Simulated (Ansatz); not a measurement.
# SiH4···PH3 (SMILES [SiH4].P): what the fields show

```yaml
atoms:
  - { symbol: Si, position_ang: [-0.2922, 0.0005, -1.8479] }
  - { symbol: H, position_ang: [-0.4208, -0.3443, -3.2888] }
  - { symbol: H, position_ang: [-1.6432, 0.2255, -1.2775] }
  - { symbol: H, position_ang: [0.5307, 1.2268, -1.7097] }
  - { symbol: H, position_ang: [0.3670, -1.1291, -1.1429] }
  - { symbol: P, position_ang: [0.2112, 0.2957, 1.8425] }
  - { symbol: H, position_ang: [0.1509, 0.8606, 3.1434] }
  - { symbol: H, position_ang: [1.5167, -0.2256, 2.0367] }
  - { symbol: H, position_ang: [-0.4201, -0.9101, 2.2443] }
```

Geometry: PBE0-D4/def2-TZVP.

All numbers below come from RKS PBE0-D4/def2-TZVPPD (Ansatz).

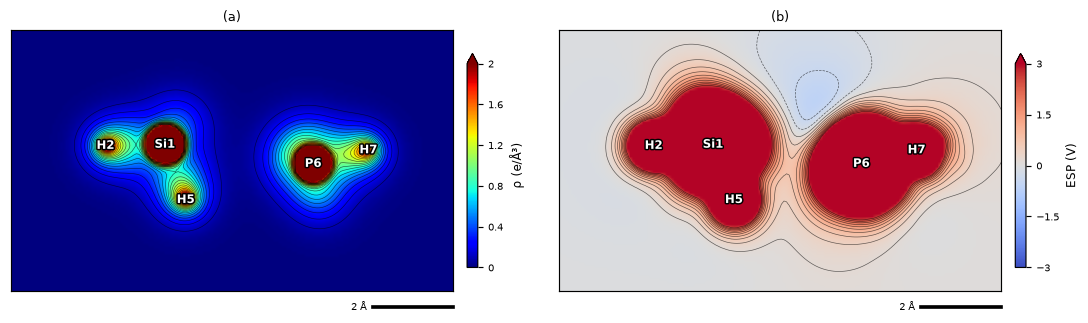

Figure 1. (a) electron density; (b) electrostatic potential on the plane of atoms H2, Si1 and H5.

Describe what can be read from this map.

The section cuts through Si, H and P sites.
Si1···P6 (3.74 Å): the density falls to about 0.04 e/Å³ on the way: a non-bonded, intermolecular contact.
P–H (1.42 Å): the density is about 1.1 e/Å³ at the midpoint.
Si–H (1.49 Å): the density is about 0.8 e/Å³ at the midpoint.
Outside the dense part of the complex the potential is most negative (−0.6 V) near P6.

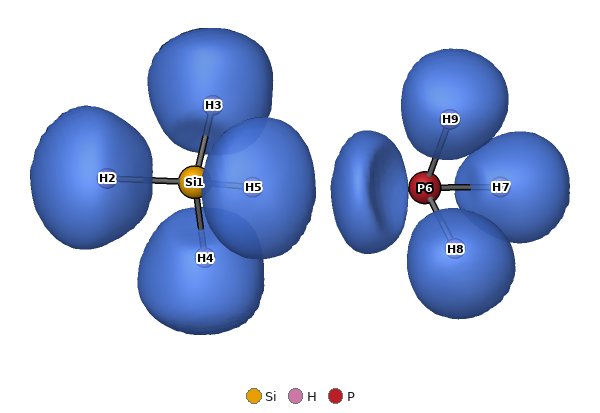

Figure 2. Isosurface of the ELF at 0.9 (blue), seen across its widest extent. Only the valence region is drawn (cores and ρ < 0.01 e/Å³ removed).

What do the ELF domains correspond to?

At this value the surface marks out seven regions around hydrogen nuclei and one lobe on P, pointing away from the bonds (lone pairs). Profiles from the grid: Si1···P6 (3.74 Å): the ELF dips to about 0.05 between them; a non-bonded, intermolecular contact. P–H (1.42 Å): the ELF climbs to about 1 towards the hydrogen, as it does in any bond to H.

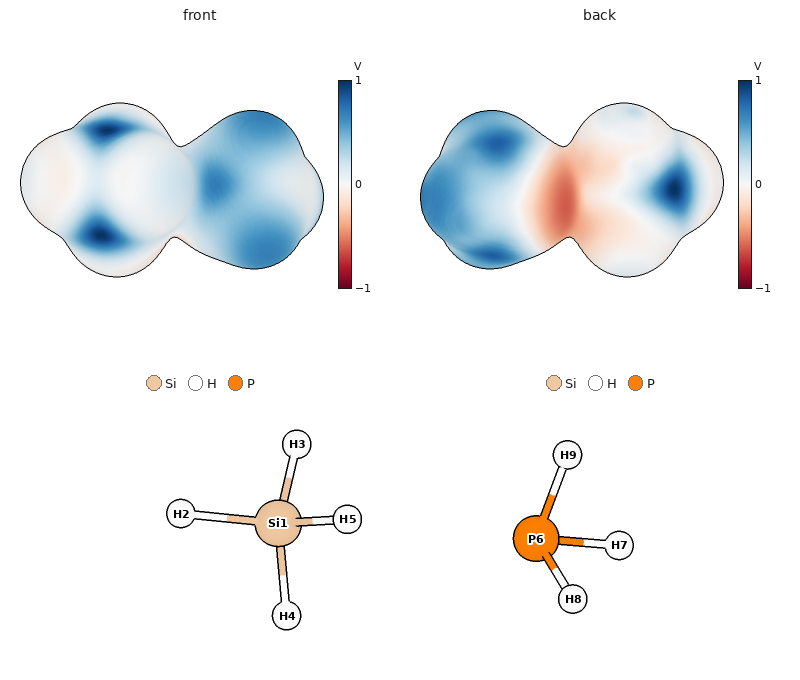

Figure 3. The electrostatic potential painted on the density surface at 0.002 e/bohr³, seen from the front and from behind; red is negative and blue positive. The bare structure is drawn below in the same view.

Where is the surface potential most negative and most positive?

The most negative region (about −0.6 V) lies over P6, the most positive (about +0.9 V) over Si1.
